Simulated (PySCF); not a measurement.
SMILES O=S(O)([OH2+])=O (charge +1), singlet at its CAM-B3LYP/def2-SVP optimised geometry (Å):

```
8

O     -1.0340    -1.3534     1.2973
S     -0.5503    -1.0649     0.0000
O     -1.1381    -1.2946    -1.2719
O      0.9978    -1.0649     0.0000
O     -0.6783     0.9050     0.0000
H      1.4020    -1.0333    -0.8955
H     -1.4020     1.2779    -0.5452
H     -0.6503     1.3534     0.8707
```

Computed with CAM-B3LYP/def2-TZVP in PySCF. Cells within 0.4 Å of a nucleus heavier than hydrogen are left out (blank, or x).

Map of the HOMO−1 amplitude (bohr^(-3/2)) on the plane z = 0.0 Å; orbital energy -18.21 eV, overall sign arbitrary:

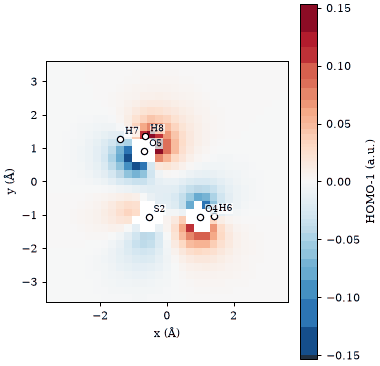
Figure. HOMO−1 amplitude (bohr^(-3/2)) on the plane z = 0.0 Å.
